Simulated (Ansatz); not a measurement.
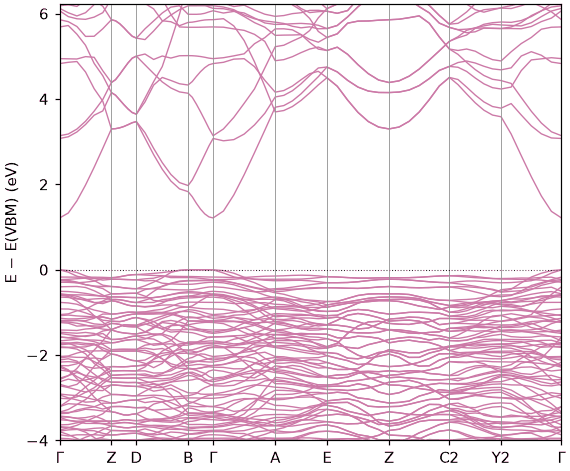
Figure. Band structure from r²SCAN in the plane-wave PAW code Ansatz

Problem. Read off the gap and where the band edges lie.

Solution. About 1.2 eV (1.21 eV by a search for the band edges); maximum at B, minimum at Γ.

Problem. Which compound is it?
A. MgAl3N3O, Pm (Pearson symbol mP8)
B. TaNO, P2_1 (Pearson symbol mP12)
C. TiO2, P2_1/c (Ti on 4e, O on 4e, O on 4e)
D. Zn3In2O6, P2_1/m (Pearson symbol mP44)

Solution. D, Zn3In2O6, P2_1/m (Pearson symbol mP44)

The first step of the workflow began from a Materials Project structure, measured or hypothetical; the Crystallography Open Database copy checked does not list it. Its standing as an ambient phase is unchecked. The cell was relaxed with r²SCAN under the symmetry of its start; whether a distortion lowers the energy is not shown. Scalar-relativistic: spin–orbit coupling is off unless named, which matters more the heavier the elements.

Potentials: the earlier of the program's two PAW sets.
